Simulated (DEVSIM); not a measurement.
System: Schottky contact on n-type Si, at 250 K.

```
layer (left to right)  material  thickness (μm)  Nd (cm⁻³)   τn (s)   τp (s)
---------------------  --------  --------------  ---------  -------  -------
1                            Si            1.10       5e15  0.00011  0.00011
2                            Si            41.0     6.8e17  0.00011  0.00011
```

Left contact: Schottky, work function 4.77 eV, emission velocity 4.8e6 cm/s. Right contact: ohmic. Voltage is applied to the left contact. Recombination: SRH at mid-gap, radiative. Mobility is μmin + (μ − μmin)/(1 + (N/Nref)^α).

This is a model device: material constants are rounded textbook-type values typed into the input, and sizes, dopings and lifetimes were drawn at random. Values at 300 K; Nc and Nv go as T^1.5, mobilities as T to minus their exponent, the gap by Varshni's rule with the affinity fixed.

| parameter | Si |
|---|---|
| gap (eV) | 1.124 |
| affinity (eV) | 4.05 |
| permittivity | 11.7 |
| Nc (cm⁻³) | 2.86e19 |
| Nv (cm⁻³) | 3.1e19 |
| μn (cm²/Vs) | 1417 |
| μp (cm²/Vs) | 470 |
| μn,min | 52 |
| μp,min | 45 |
| Nref,n | 9.7e16 |
| Nref,p | 2.2e17 |
| αn | 0.68 |
| αp | 0.72 |
| T exponent of μn | 2.3 |
| T exponent of μp | 2.2 |
| B (cm³/s) | 4.7e-15 |
| Varshni α (eV/K) | 0.000473 |
| Varshni β (K) | 636 |

Simulated with DEVSIM: 1D drift-diffusion, Boltzmann statistics, complete ionisation; no tunnelling, impact ionisation, image-force lowering or self-heating. Metal contacts follow the ideal Schottky-Mott rule: no Fermi-level pinning, no interface dipoles.

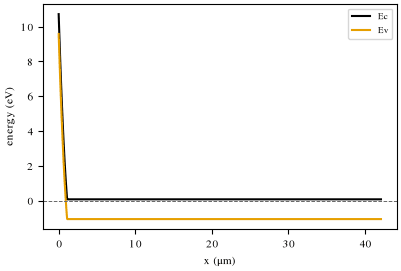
Figure. Band edges at -10.0 V on the left contact

Energies count from the Fermi level of the right contact; mesh points crowd at the junctions.

```
x (μm)   Ec (eV)  Ev (eV)  n (cm⁻³)  p (cm⁻³)  field (V/cm)
-------  -------  -------  --------  --------  ------------
0.000     10.720    9.584      1200    9.6e10       -140000
0.03189   10.281    9.145      1200       140       -140000
0.1094     9.246    8.110      1300     < 1e2       -130000
0.2800     7.132    5.996      1400     < 1e2       -120000
0.7650     2.352    1.216      2100     < 1e2        -80000
0.9724     0.863   -0.273      2700     < 1e2        -64000
1.058      0.346   -0.790    2.3e12     < 1e2        -57000
1.103      0.094   -1.042    2.8e17     < 1e2        -38000
1.140      0.075   -1.061    6.8e17     < 1e2           -16
1.233      0.075   -1.062    6.8e17     < 1e2           ≈ 0
1.445      0.075   -1.062    6.8e17     < 1e2           ≈ 0
2.280      0.075   -1.062    6.8e17     < 1e2           ≈ 0
3.911      0.075   -1.062    6.8e17     < 1e2           ≈ 0
8.028      0.075   -1.062    6.8e17     < 1e2           ≈ 0
22.42      0.075   -1.062    6.8e17     < 1e2           ≈ 0
34.09      0.075   -1.062    6.8e17     < 1e2           ≈ 0
38.71      0.075   -1.062    6.8e17     < 1e2           ≈ 0
40.73      0.075   -1.062    6.8e17     < 1e2           ≈ 0
41.68      0.075   -1.062    6.8e17     < 1e2           ≈ 0
41.94      0.075   -1.062    6.8e17     < 1e2           ≈ 0
42.05      0.075   -1.062    6.8e17     < 1e2           ≈ 0
42.10      0.075   -1.062    6.8e17     < 1e2           ≈ 0
```
